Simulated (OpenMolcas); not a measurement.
**AsH$_{3}$: energy and gradient calculation**

System: AsH$_{3}$.
Method: HF/3-21G, RHF (OpenMolcas 26.06).

The geometry comes from this level: GFN2-xTB.

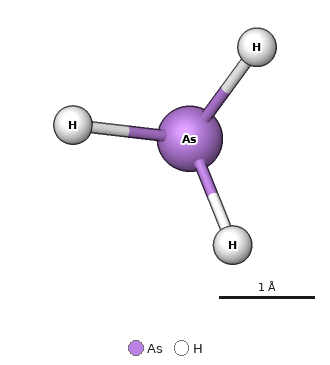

Figure 1. The structure (ball-and-stick view, seen on its broad side).

The input:
```
&GATEWAY
BasLib=$CurrDir
Coord
4
angstrom
As      -0.004370       0.005540       0.655970
H        1.216520      -0.029700      -0.207950
H       -0.582780       1.061080      -0.232340
H       -0.629370      -1.036930      -0.215680
Basis=3-21G
Group=NoSym
&SEWARD
&SCF
Thresholds=1e-10 1e-07 1e-07 1e-05
PrOrbitals=1 2
&ALASKA
```

Run on 1 thread of Arm Neoverse V1, 24 GiB of memory available, shared host.

Launched with:
```bash
export MOLCAS_MEM=1860
pymolcas test.input > test.log
```

What the program printed:
```
--- Start Module: gateway ---

                                              &GATEWAY

                       available to each process: 1.9 GB of memory, 1 thread

 Basis Set     1 Label: AS.3-21G
 Basis set is read from library:.
 basistype.tbl is not found

 Basis Set     2 Label: H.3-21G
 Basis set is read from library:.
 basistype.tbl is not found

++    Symmetry information:
      ---------------------

                    Character Table for C1

                             E
                    a        1  x, y, xy, Rz, z, xz, Ry, yz, Rx, I
--

++    Basis set information:
      ----------------------

      Basis set label: AS.3-21G.........

      Electronic valence basis set:
      ------------------
      Associated Effective Charge  33.000000 au
      Associated Actual Charge     33.000000 au
      Nuclear Model: Point charge

      Shell  nPrim  nBasis  Cartesian Spherical Contaminant
         s      12       5        X
         p       9       4        X
         d       3       1                 X

      Basis set label: H.3-21G.........

      Electronic valence basis set:
      ------------------
      Associated Effective Charge   1.000000 au
      Associated Actual Charge      1.000000 au
      Nuclear Model: Point charge

      Shell  nPrim  nBasis  Cartesian Spherical Contaminant
         s       3       2        X
--

++    Molecular structure info:
      -------------------------

                    ************************************************
                    **** Cartesian Coordinates / bohr, angstrom ****
                    ************************************************

     Center  Label                x              y              z                     x              y              z
        1      AS1             -0.008258       0.010469       1.239604             -0.004370       0.005540       0.655970
        2      H2               2.298890      -0.056125      -0.392969              1.216520      -0.029700      -0.207950
        3      H3              -1.101295       2.005151      -0.439059             -0.582780       1.061080      -0.232340
        4      H4              -1.189337      -1.959514      -0.407576             -0.629370      -1.036930      -0.215680

                    ***************************************
                    *    InterNuclear Distances / bohr    *
                    ***************************************

               1 AS1           2 H2            3 H3            4 H4
    1 AS1      0.000000
    2 H2       2.827129        0.000000
    3 H3       2.826905        3.976460        0.000000
    4 H4       2.826478        3.973767        3.965767        0.000000

                    *******************************************
                    *    InterNuclear Distances / angstrom    *
                    *******************************************

               1 AS1           2 H2            3 H3            4 H4
    1 AS1      0.000000
    2 H2       1.496052        0.000000
    3 H3       1.495934        2.104252        0.000000
    4 H4       1.495708        2.102827        2.098593        0.000000

                    **************************************
                    *    Valence Bond Angles / degree    *
                    **************************************
                          Atom centers                 Phi
                      2 H2       1 AS1      3 H3        89.38
                      2 H2       1 AS1      4 H4        89.32
                      3 H3       1 AS1      4 H4        89.09
--

            Nuclear Potential Energy             35.77675826 au

--- Stop Module: gateway /rc=_RC_ALL_IS_WELL_ ---

--- Start Module: seward ---

                                              &SEWARD

                       available to each process: 1.9 GB of memory, 1 thread

               SEWARD will generate:
                  Multipole Moment integrals up to order  2
                  Kinetic Energy integrals
                  Nuclear Attraction integrals (point charge)
                  One-Electron Hamiltonian integrals
                  Velocity integrals
                  Orbital angular momentum around ( -0.0078   0.0099   1.1755 )
                  Velocity quadrupole around ( -0.0078   0.0099   1.1755 )
                  Two-Electron Repulsion integrals

                   Integrals are discarded if absolute value <: 1.00E-14
                   Integral cutoff threshold is set to       <: 1.00E-16

            Nuclear Potential Energy             35.77675826 au

      Basis set specifications :
      Symmetry species         a
      Basis functions           28

--- Stop Module: seward /rc=_RC_ALL_IS_WELL_ ---

--- Start Module: scf ---

                                                &SCF

                       available to each process: 1.9 GB of memory, 1 thread

++    Input section:
      --------------

      Header of the integral files:

      Cartesian coordinates in angstrom:
      -----------------------------------------------------
      No.  Label        X            Y            Z
      -----------------------------------------------------
       1   AS1       -0.00437000   0.00554000   0.65597000
       2   H2         1.21652000  -0.02970000  -0.20795000
       3   H3        -0.58278000   1.06108000  -0.23234000
       4   H4        -0.62937000  -1.03693000  -0.21568000
      -----------------------------------------------------
      Nuclear repulsion energy =   35.77675826
--

++    Orbital specifications:
      -----------------------

      Symmetry species               1
                                     a
      Frozen orbitals                0
      Occupied orbitals             18
      Secondary orbitals            10
      Deleted orbitals               0
      Total number of orbitals      28
      Number of basis functions     28
--

      Molecular charge                           0.000

++    Optimization specifications:
      ----------------------------

      SCF Algorithm: Conventional
      Minimized density differences are used
      Number of density matrices in core                 5
      Maximum number of NDDO SCF iterations            400
      Maximum number of HF SCF iterations              400
      Threshold for SCF energy change             1.00E-10
      Threshold for density matrix                1.00E-07
      Threshold for Fock matrix                   1.00E-07
      Threshold for linear dependence             1.00E-09
      Threshold at which DIIS is turned on        1.50E-01
      Maximum depth in the DIIS procedure                5
      Maximum depth in the BFGS Hessian update          30
      Threshold at which QNR/C2DIIS is turned on  7.50E-02
      Threshold for Norm(delta) (QNR/C2DIIS)      1.00E-05
      All orbitals punched on: SCFORB
--

      Input vectors read from INPORB
      Orbital file label: *Guess orbitals

++ Convergence information
                                   SCF        iterations: Energy and convergence statistics

Iter     Tot. SCF        One-elec.       Two-elec.     Energy      Max Dij or  Max Fij      DNorm      TNorm      AccCon     Time
         Energy          Energy          Energy        Change      Delta Norm                                                in Sec.

 The total and one-electron energies are shifted by a value of      2000. a.u.

   1  -225.055993707 -1174.992259420   914.159507450   0.00E+00    1.37E-01*   3.35E-01*    9.65E+00   2.62E+02   None         0.
   2  -225.122719256 -1177.857832072   916.958354553  -6.67E-02*   3.18E-02*   1.33E-02*    9.39E-01   2.63E+02   EDIIS        0.
   3  -225.125049394 -1177.391928100   916.490120443  -2.33E-03*   1.11E-02*   6.03E-03*    1.62E-01   2.63E+02   c2DIIS       0.
   4  -225.125270328 -1177.472277293   916.570248702  -2.21E-04*   2.26E-03*   1.22E-03*    4.44E-02   2.63E+02   QNRc2DIIS    0.
   5  -225.125280131 -1177.435827191   916.533788797  -9.80E-06*   1.27E-03*   4.93E-04*    6.13E-03   2.63E+02   QNRc2DIIS    0.
   6  -225.125281584 -1177.438536127   916.536496280  -1.45E-06*   3.34E-05*   1.56E-05*    5.98E-04   2.63E+02   QNRc2DIIS    0.
   7  -225.125281587 -1177.438068064   916.536028214  -3.29E-09*   1.38E-05*   7.07E-06*    5.84E-05   2.63E+02   QNRc2DIIS    0.
   8  -225.125281587 -1177.438094341   916.536054491  -2.80E-10*   6.77E-07    2.98E-07*    1.10E-05   2.63E+02   QNRc2DIIS    0.
   9  -225.125281587 -1177.438097262   916.536057411  -3.18E-12    6.12E-08    1.90E-08     3.38E-04   2.63E+02   QNRc2DIIS    0.

       Convergence after   9 Iterations
--

 *****************************************************************************************************************************
 *                                             SCF/KS-DFT Program, Final results                                             *
 *                                                       Final Results                                                       *
 *****************************************************************************************************************************

::    Total SCF energy                              -2225.1252815875
      One-electron energy                           -3177.4380972616
      Two-electron energy                             916.5360574114
      Nuclear repulsion energy                         35.7767582627
      Kinetic energy (interpolated)                  2241.5085231697
      Virial theorem                                    0.9926909751
      Total spin, S(S+1)                                0.0000000000
      Total spin, S                                     0.0000000000
      Max non-diagonal density matrix element           0.0000000656
      Max non-diagonal Fock matrix element              0.0000000069

      All orbitals with orbital energies smaller than  E(LUMO)+0.5 are printed

++    Molecular orbitals:
      -------------------

      Title: SCF orbitals

      Molecular orbitals for symmetry species 1: a

      Basis set list:
        1 AS1    1s                 11 AS1    2py                21 AS1    3d1+
        2 AS1    1s                 12 AS1    2py                22 AS1    3d2+
        3 AS1    1s                 13 AS1    2py                23 H2     1s
        4 AS1    1s                 14 AS1    2pz                24 H2     1s
        5 AS1    1s                 15 AS1    2pz                25 H3     1s
        6 AS1    2px                16 AS1    2pz                26 H3     1s
        7 AS1    2px                17 AS1    2pz                27 H4     1s
        8 AS1    2px                18 AS1    3d2-               28 H4     1s
        9 AS1    2px                19 AS1    3d1-
       10 AS1    2py                20 AS1    3d0

  Index Energy  Occupation Coefficients ...

    1 -429.4636    2.0000          1 AS1    1s     ( 0.984),

    2  -55.9613    2.0000          2 AS1    1s     ( 1.017),

    3  -49.7052    2.0000          6 AS1    2px    ( 0.971),

    4  -49.7052    2.0000         10 AS1    2py    ( 0.971),

    5  -49.7046    2.0000         14 AS1    2pz    ( 0.984),

    6   -7.9676    2.0000          3 AS1    1s     ( 1.075),

    7   -5.7929    2.0000          7 AS1    2px    ( 1.052),

    8   -5.7929    2.0000         11 AS1    2py    ( 1.052),

    9   -5.7885    2.0000         15 AS1    2pz    ( 1.061),

   10   -2.0201    2.0000         18 AS1    3d2-   ( 0.976),

   11   -2.0200    2.0000         22 AS1    3d2+   ( 0.979),

   12   -2.0155    2.0000         21 AS1    3d1+   ( 0.975),

   13   -2.0155    2.0000         19 AS1    3d1-   ( 0.972),

   14   -2.0129    2.0000         20 AS1    3d0    ( 1.000),

   15   -0.8464    2.0000          3 AS1    1s     (-0.305),     4 AS1    1s     ( 0.379),     5 AS1    1s     ( 0.448),

   16   -0.4948    2.0000          7 AS1    2px    (-0.211),     8 AS1    2px    ( 0.354),    23 H2     1s     ( 0.242),    24 H2     1s     ( 0.397),
                                  26 H3     1s     (-0.233),

   17   -0.4941    2.0000         11 AS1    2py    (-0.211),    12 AS1    2py    ( 0.354),    25 H3     1s     ( 0.198),    26 H3     1s     ( 0.325),
                                  27 H4     1s     (-0.222),    28 H4     1s     (-0.364),

   18   -0.3819    2.0000          5 AS1    1s     (-0.442),    15 AS1    2pz    ( 0.239),    16 AS1    2pz    (-0.394),    17 AS1    2pz    (-0.406),

   19    0.1599    0.0000         13 AS1    2py    ( 1.194),    26 H3     1s     (-0.849),    28 H4     1s     ( 0.947),

   20    0.1603    0.0000          9 AS1    2px    ( 1.197),    24 H2     1s     (-1.039),    26 H3     1s     ( 0.604),

   21    0.2848    0.0000          5 AS1    1s     (-1.547),    17 AS1    2pz    ( 1.347),    24 H2     1s     ( 1.182),    26 H3     1s     ( 1.185),
                                  28 H4     1s     ( 1.186),

   22    0.5618    0.0000          8 AS1    2px    (-1.409),     9 AS1    2px    ( 1.240),

   23    0.5620    0.0000         12 AS1    2py    (-1.409),    13 AS1    2py    ( 1.239),

   24    0.5778    0.0000         16 AS1    2pz    (-1.403),    17 AS1    2pz    ( 1.519),

--

++    Molecular charges:
      ------------------

      Mulliken charges per centre and basis function type
      ---------------------------------------------------

                AS1     H2      H3      H4
      1s       7.8020  1.0886  1.0887  1.0888
      2px      4.7771  0.0000  0.0000  0.0000
      2pz      5.3868  0.0000  0.0000  0.0000
      2py      4.7781  0.0000  0.0000  0.0000
      3d2+     1.9983  0.0000  0.0000  0.0000
      3d1+     1.9967  0.0000  0.0000  0.0000
      3d0      2.0000  0.0000  0.0000  0.0000
      3d1-     1.9966  0.0000  0.0000  0.0000
      3d2-     1.9984  0.0000  0.0000  0.0000
      Total   32.7339  1.0886  1.0887  1.0888

      N-E      0.2661 -0.0886 -0.0887 -0.0888

      Total electronic charge=   36.000000

      Total            charge=   -0.000000
--

++    Molecular properties:
      ---------------------

      Charge (e):
                      =   -0.0000
      Dipole Moment (debye):
      Origin of the operator (angstrom)=   -0.0041    0.0053    0.6220
                   X=  6.8643E-03               Y= -3.8923E-03               Z= -5.1222E-01           Total=  5.1228E-01
      Quadrupole Moment (debye*angstrom):
      Origin of the operator (angstrom)=   -0.0041    0.0053    0.6220
                  XX= -2.0359E+01              XY= -5.5471E-04              XZ=  1.8563E-02              YY= -2.0365E+01
                  YZ= -1.8288E-02              ZZ= -2.2609E+01
      In traceless form (debye*angstrom)
                  XX=  1.1275E+00              XY= -8.3207E-04              XZ=  2.7845E-02              YY=  1.1191E+00
                  YZ= -2.7432E-02              ZZ= -2.2466E+00
--

--- Stop Module: scf /rc=_RC_ALL_IS_WELL_ ---

--- Start Module: alaska ---

                                              &ALASKA

                       available to each process: 1.9 GB of memory, 1 thread

                     Threshold for contributions to the gradient: 1.000E-07

                    ********************************************
                    * Symmetry Adapted Cartesian Displacements *
                    ********************************************

           Irreducible representation : a
           Basis function(s) of irrep: x, y, xy, Rz, z, xz, Ry, yz, Rx, I

 Basis Label        Type   Center Phase
   1   AS1          x         1     1
   2   AS1          y         1     1
   3   AS1          z         1     1
   4   H2           x         2     1
   5   H2           y         2     1
   6   H2           z         2     1
   7   H3           x         3     1
   8   H3           y         3     1
   9   H3           z         3     1
  10   H4           x         4     1
  11   H4           y         4     1
  12   H4           z         4     1

                     No automatic utilization of translational and rotational invariance of the energy is employed.

 Conventional ERI gradients!

 **************************************************
 *              Molecular gradients               *
 **************************************************

  Irreducible representation: a
 ------------------------------------------------------------------------------------------
                              X                       Y                       Z
 ------------------------------------------------------------------------------------------
  AS1               1.17954006543783E-04   -1.16180392016885E-05    6.08305997923608E-04
  H2               -1.46623126511329E-02    2.74296861745738E-04   -2.72393676014282E-04
  H3                6.92690936484719E-03   -1.31292788617627E-02   -7.10437309039413E-05
  H4                7.61744927973451E-03    1.28666000392212E-02   -2.64868590996059E-04
 ------------------------------------------------------------------------------------------

--- Stop Module: alaska /rc=_RC_ALL_IS_WELL_ ---

.##################.
.# Happy landing! #.
.##################.

    Timing: Wall=1.58 User=1.18 System=0.39
```

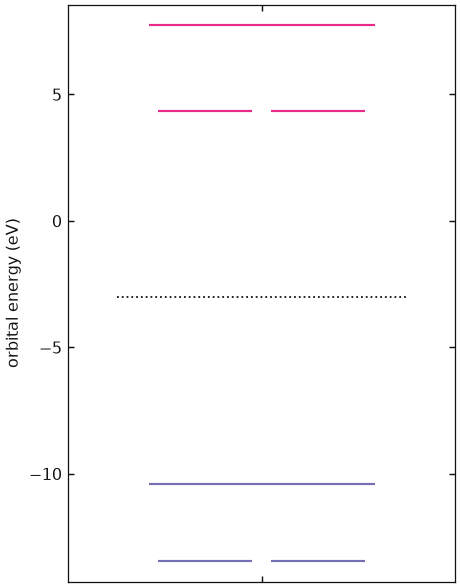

Figure 2. Orbital energies near the frontier; the dotted line parts filled from empty levels, and levels within 0.02 eV of each other stand side by side. Highest filled −10.39 eV, lowest empty 4.35 eV, 14.74 eV apart.

Results in brief:

```csv
quantity,value
outcome,converged
total energy,−2225.125282 hartree
basis functions,28
largest force,0.769 eV/Å
HOMO,−10.39 eV
LUMO,4.35 eV
dipole moment,0.51 debye
wall time,1.8 s
peak memory,0.37 GiB
```
